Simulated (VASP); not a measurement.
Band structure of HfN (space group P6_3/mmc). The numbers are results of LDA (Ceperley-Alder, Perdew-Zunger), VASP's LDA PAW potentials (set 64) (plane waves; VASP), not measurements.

Unless said otherwise, spin-orbit coupling is left out, though it shifts the bands of the heavy elements here.

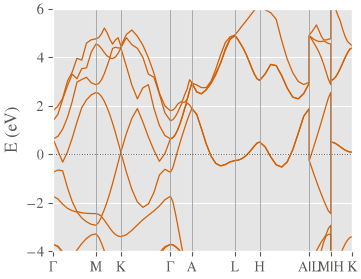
Figure. Bands along high-symmetry lines, zero at the valence-band maximum or, without a gap, the Fermi level

Task: Read the plot: is there a gap, and where are the band edges?

Result: It has no gap at this level: it comes out as a metal or semimetal. (Edges off the drawn lines would not show.)

The structure comes from a computed database's HfN entry (P6_3/mmc); how it stands against other phases isn't given here. It was relaxed first.
